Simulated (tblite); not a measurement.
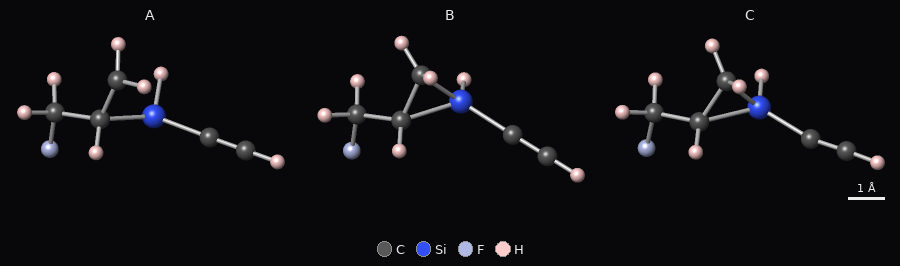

3 geometries from one relaxation of C₅H₇FSi, in shuffled order. The picture is a ball-and-stick view, seen from a free direction.

Theory: tblite 0.8.0, GFN2-xTB geometry optimisation, gas phase. 

Q: Order the frames from highest to lowest energy.

A: A, C, B. They are steps 0, 10, 65, at +1.348 eV, +0.166 eV relative to the last. The atom that moves furthest after the best rigid fit is the Si atom (0.55 Å). Largest moves by element: Si 0.55 Å, H 0.49 Å, C 0.22 Å, F 0.08 Å. Some distances before and after: C–Si 2.267 → 1.886 Å, C–Si 1.783 → 1.894 Å, C–C 1.460 → 1.539 Å, C–Si 1.867 → 1.836 Å. New bonds form: C–Si (2.27 → 1.89 Å). Among the angles between lasting bonds that change: Si–C–C 88.1° → 65.7°, Si–C–H 112.7° → 119.1°, C–C–H 105.7° → 112.0°. Over 65 geometry steps the energy falls by 1.348 eV. The run took 0.61 s on 1 thread of Arm Neoverse N1, on a shared host.
